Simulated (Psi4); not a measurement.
# One shape, several levels: GaHCl2O (SMILES [OH][Ga]([Cl])[Cl])

Wanted: a comparison of 3 runs (DSD-PBEP86/def2-SVP, TPSSh/def2-SVP, wB97X-V/def2-SVP) of GaHCl2O. 

Program for the calculation: Psi4 1.11.

1 further run of the same task is left out (it didn't finish).

**1. Starting point**

The species is GaHCl2O (5 atoms), meant as a singlet with charge 0. As SMILES, `[OH][Ga]([Cl])[Cl]`. The O1–H5 distance was set to 1.442 Å, away from the relaxed value. At this shape a bond of the SMILES string is far longer than usual.

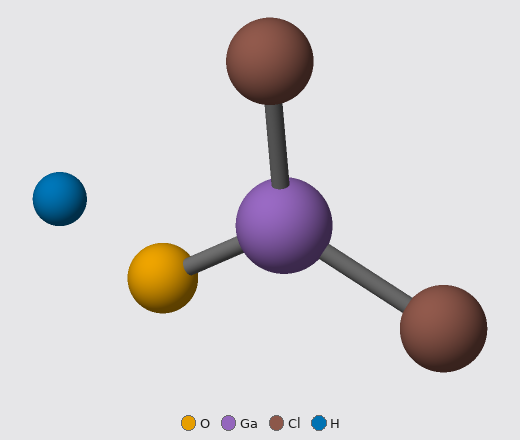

The structure, seen from a chosen angle (oxygen amber, gallium purple, chlorine brown, hydrogen blue).

**2. A single-point energy at DSD-PBEP86/def2-SVP (density fitting for correlation) (run 1)**

input.dat

```
memory 2200 mb

molecule m {
  O      0.589329     1.113215     0.491835
  Ga     0.453329    -0.635885     0.302735
  Cl     1.834829    -1.876285     1.303635
  Cl    -1.073071    -1.477685    -0.909865
  H     -0.415200     1.837400    -0.246000
  units angstrom
  symmetry c1
  no_reorient
  no_com
}

set {
  reference rks
  puream true
  e_convergence 1e-09
  d_convergence 1e-08
  scf_type pk
  dft_radial_points 99
  dft_spherical_points 590
  num_frozen_docc 20
}

e_tot, wfn = energy('dsd-pbep86/def2-SVP', return_wfn=True)
```

Started as:

```sh
$ psi4 -n 1 input.dat output.dat
```

output.dat:

```text
[...]
  Running in c1 symmetry.
[...]
  Nuclear repulsion =  435.981341025169968
[...]
  Multiplicity = 1
[...]
  Nalpha       = 37
  Nbeta        = 37
[...]
    Number of basis functions: 87
[...]
   @RKS iter   1: -2917.02465965969623   -2.74029e+00   2.71437e-02 ADIIS/DIIS
[...]
   @RKS iter  13: -2918.55579918254034   -3.41061e-11   8.23970e-09 DIIS
[...]
    Orbital Energies [Eh]
    ---------------------
    Doubly Occupied:
       1A   -376.661540     2A   -103.646045     3A   -103.645693
       4A    -47.431766     5A    -41.915428     6A    -41.912014
       7A    -41.910810     8A    -20.096818     9A    -10.182558
      10A    -10.182311    11A     -7.753946    12A     -7.753787
      13A     -7.750487    14A     -7.750163    15A     -7.750163
      16A     -7.749797    17A     -6.155409    18A     -4.319104
      19A     -4.314344    20A     -4.311601    21A     -1.187193
      22A     -1.152219    23A     -1.149552    24A     -1.145311
      25A     -1.143687    26A     -1.089628    27A     -0.998181
      28A     -0.985059    29A     -0.573734    30A     -0.512557
      31A     -0.485414    32A     -0.461459    33A     -0.453357
      34A     -0.431168    35A     -0.427099    36A     -0.426073
[...]
  @RKS Final Energy: -2918.55579918254034
   => Energetics <=
    Nuclear Repulsion Energy =            435.9813410251699679
    One-Electron Energy =               -4928.5171147696037224
    Two-Electron Energy =                1613.8156232743117471
    DFT Exchange-Correlation Energy =     -39.8356487124183616
    Empirical Dispersion Energy =           0.0000000000000000
    VV10 Nonlocal Energy =                  0.0000000000000000
    Total Energy =                      -2918.5557991825403406
[...]
 Multipole Moments:
 ------------------------------------------------------------------------------------
     Multipole            Electronic (a.u.)      Nuclear  (a.u.)        Total (a.u.)
 ------------------------------------------------------------------------------------
 L = 1.  Multiply by 2.5417464519 to convert [e a0] to [Debye]
 Dipole X            :        -59.6714859           59.1531842           -0.5183017
 Dipole Y            :        125.2018581         -124.6969893            0.5048687
 Dipole Z            :        -37.7298959           37.3552651           -0.3746307
 Magnitude           :                                                    0.8147867
[...]
```

Run time: 6.3 s. Hardware: 1 thread of Intel Xeon 6975P-C (Granite Rapids), shared host; peak memory 0.8 GiB.

**3. Energy and forces at TPSSh/def2-SVP (run 2)**

cl2gaho.py

```python
import psi4

psi4.set_memory('2200 MB')
psi4.set_num_threads(1)
psi4.core.set_output_file('cl2gaho.out', False)

m = psi4.geometry("""
0 1
O      0.589329     1.113215     0.491835
Ga     0.453329    -0.635885     0.302735
Cl     1.834829    -1.876285     1.303635
Cl    -1.073071    -1.477685    -0.909865
H     -0.415200     1.837400    -0.246000
symmetry c1
""")

psi4.set_options({
    'basis': 'def2-SVP',
    'puream': True,
    'e_convergence': 1e-09,
    'd_convergence': 1e-08,
    'scf_type': 'pk',
    'dft_radial_points': 99,
    'dft_spherical_points': 590,
})

E, wfn = psi4.gradient("TPSSH", molecule=m, return_wfn=True)
print('gradient / Eh bohr^-1')
print(E.np.round(6))
print(f'energy = {wfn.energy():.10f} Eh')
for k, v in sorted(psi4.core.scalar_variables().items()):
    print(f'{k:45s} {v:18.10f}')
```

Started as:

```sh
$ python cl2gaho.py
```

cl2gaho.out:

```text
[...]
  Running in c1 symmetry.
[...]
  Nuclear repulsion =  435.981341025170025
[...]
  Multiplicity = 1
[...]
  Nalpha       = 37
  Nbeta        = 37
[...]
    Number of basis functions: 87
[...]
   @RKS iter   1: -2918.50477374920956   -1.33985e+00   3.04589e-02 DIIS/ADIIS
[...]
   @RKS iter  14: -2920.55391812831067   -1.36424e-11   6.01926e-09 DIIS
[...]
  @RKS Final Energy: -2920.55391812831067
   => Energetics <=
    Nuclear Repulsion Energy =            435.9813410251700247
    One-Electron Energy =               -4927.6830813739334189
    Two-Electron Energy =                1697.9253885957048169
    DFT Exchange-Correlation Energy =    -126.7775663752519648
    Empirical Dispersion Energy =           0.0000000000000000
    VV10 Nonlocal Energy =                  0.0000000000000000
    Total Energy =                      -2920.5539181283102153
[...]
 Multipole Moments:
 ------------------------------------------------------------------------------------
     Multipole            Electronic (a.u.)      Nuclear  (a.u.)        Total (a.u.)
 ------------------------------------------------------------------------------------
 L = 1.  Multiply by 2.5417464519 to convert [e a0] to [Debye]
 Dipole X            :          0.4254362           -0.8605454           -0.4351092
 Dipole Y            :         -1.6667220            2.2140756            0.5473536
 Dipole Z            :          0.2463086           -0.5548603           -0.3085517
 Magnitude           :                                                    0.7642775
[...]
  -Total Gradient:
     Atom            X                  Y                   Z
    ------   -----------------  -----------------  -----------------
       1        0.071522641037    -0.068523186778     0.051726232595
       2        0.005732141921    -0.001690313200     0.004320684831
       3       -0.005322554441     0.004146774796    -0.003887801979
       4        0.005230679410     0.003807210282     0.004203398047
       5       -0.077160819613     0.062263060727    -0.056360788073
[...]
```

On the terminal:

```text
gradient / Eh bohr^-1
[[ 0.071523 -0.068523  0.051726]
 [ 0.005732 -0.00169   0.004321]
 [-0.005323  0.004147 -0.003888]
 [ 0.005231  0.003807  0.004203]
 [-0.077161  0.062263 -0.056361]]
energy = -2920.5539181283 Eh
CURRENT ENERGY                                  -2920.5539181283
CURRENT REFERENCE ENERGY                        -2920.5539181283
DD SOLVATION ENERGY                                 0.0000000000
DFT FUNCTIONAL TOTAL ENERGY                     -2920.5539181283
DFT TOTAL ENERGY                                -2920.5539181283
DFT VV10 ENERGY                                     0.0000000000
DFT XC ENERGY                                    -126.7775663753
GRID ELECTRONS ALPHA                               37.0000005309
GRID ELECTRONS BETA                                37.0000005309
GRID ELECTRONS TOTAL                               74.0000010619
NUCLEAR REPULSION ENERGY                          435.9813410252
ONE-ELECTRON ENERGY                             -4927.6830813739
PCM POLARIZATION ENERGY                             0.0000000000
PE ENERGY                                           0.0000000000
SCF ITERATION ENERGY                            -2920.5539181283
SCF ITERATIONS                                     14.0000000000
SCF TOTAL ENERGY                                -2920.5539181283
TWO-ELECTRON ENERGY                              1697.9253885957
XC GRID RADIAL POINTS                              99.0000000000
XC GRID SPHERICAL POINTS                          590.0000000000
XC GRID TOTAL POINTS                           276443.0000000000
```

Wall time 21 s (1 thread of Intel Xeon 6975P-C (Granite Rapids), shared host); peak memory 0.92 GiB.

**4. A single-point energy at wB97X-V/def2-SVP (run 3)**

calc.py

```python
import psi4

psi4.set_memory('2200 MB')
psi4.set_num_threads(1)
psi4.core.set_output_file('output.dat', False)

m = psi4.geometry("""
0 1
O      1.11367041     2.10367147     0.92943345
Ga     0.85666765    -1.20164850     0.57208624
Cl     3.46732430    -3.54566478     2.46351312
Cl    -2.02781030    -2.79241995    -1.71939566
H     -0.78461429     3.47218278    -0.46487263
units au
symmetry c1
""")

options = {'basis': 'def2-SVP', 'puream': True, 'e_convergence': 1e-09, 'd_convergence': 1e-08, 'scf_type': 'pk', 'dft_radial_points': 99, 'dft_spherical_points': 590}
psi4.set_options(options)

energy_value, wavefunction = psi4.energy("wb97x-v", molecule=m, return_wfn=True)
print(f'wb97x-v energy: {energy_value:.10f} Eh')
```

Started as:

```sh
$ python calc.py
```

output.dat:

```text
[...]
  Running in c1 symmetry.
[...]
  Nuclear repulsion =  435.981341071432780
[...]
  Multiplicity = 1
[...]
  Nalpha       = 37
  Nbeta        = 37
[...]
    Number of basis functions: 87
[...]
   @RKS iter   1: -2918.47157929820378   -2.18265e+00   2.88036e-02 ADIIS/DIIS
[...]
   @RKS iter  14: -2920.19816134347639   -8.18545e-12   6.25762e-09 DIIS
[...]
    Orbital Energies [Eh]
    ---------------------
    Doubly Occupied:
       1A   -372.417824     2A   -101.495898     3A   -101.494694
       4A    -45.999871     5A    -40.758479     6A    -40.754835
       7A    -40.753611     8A    -19.258875     9A     -9.560485
      10A     -9.559187    11A     -7.320152    12A     -7.318636
      13A     -7.313879    14A     -7.313184    15A     -7.312696
      16A     -7.312055    17A     -5.666057    18A     -3.957569
      19A     -3.950389    20A     -3.947205    21A     -1.079437
      22A     -1.022902    23A     -1.019283    24A     -1.009908
      25A     -1.007755    26A     -0.979914    27A     -0.938558
      28A     -0.926288    29A     -0.581959    30A     -0.525113
      31A     -0.488269    32A     -0.462585    33A     -0.458622
      34A     -0.433098    35A     -0.429899    36A     -0.424857
[...]
  @RKS Final Energy: -2920.19816134347639
   => Energetics <=
    Nuclear Repulsion Energy =            435.9813410714327802
    One-Electron Energy =               -4927.7915322480230316
    Two-Electron Energy =                1678.8863865191794957
    DFT Exchange-Correlation Energy =    -107.5808563908988731
    Empirical Dispersion Energy =           0.0000000000000000
    VV10 Nonlocal Energy =                  0.3064997048328389
    Total Energy =                      -2920.1981613434763858
[...]
 Multipole Moments:
 ------------------------------------------------------------------------------------
     Multipole            Electronic (a.u.)      Nuclear  (a.u.)        Total (a.u.)
 ------------------------------------------------------------------------------------
 L = 1.  Multiply by 2.5417464519 to convert [e a0] to [Debye]
 Dipole X            :          0.3856674           -0.8605454           -0.4748780
 Dipole Y            :         -1.6593609            2.2140756            0.5547147
 Dipole Z            :          0.2160588           -0.5548603           -0.3388015
 Magnitude           :                                                    0.8049870
[...]
```

The script printed:

```text
wb97x-v energy: -2920.1981613435 Eh
```

It took 37 s on 1 thread of Intel Xeon 6975P-C (Granite Rapids), shared host; peak memory 0.86 GiB.

**5. All runs side by side**

```csv
run,level,task,fitting correlation,energy (Eh),HOMO energy (eV),LUMO energy (eV),HOMO–LUMO gap (eV),wall time
1,DSD-PBEP86/def2-SVP (density fitting for correlation),energy,density fitting,-2918.912541,-11.40,-0.14,11.25,6.3 s
2,TPSSh/def2-SVP,gradient,–,-2920.553918,-8.21,-2.97,5.24,21 s
3,wB97X-V/def2-SVP,energy,–,-2920.198161,-11.56,-0.18,11.38,37 s
```

**6. Summary of results**

| quantity | value |
| --- | --- |
| run 3: total energy | -2920.19816 Eh |
| run 3: dipole moment | 2.05 D |
| run 3: HOMO energy | -11.56 eV |
| run 3: LUMO energy | -0.18 eV |
| run 3: HOMO–LUMO gap | 11.38 eV |

In words: The HOMO–LUMO gap runs from 5.24 eV (TPSSh/def2-SVP) to 11.38 eV (wB97X-V/def2-SVP). Totals of different functionals can't be ranked against each other. All runs together took 64 s, the longest 37 s.
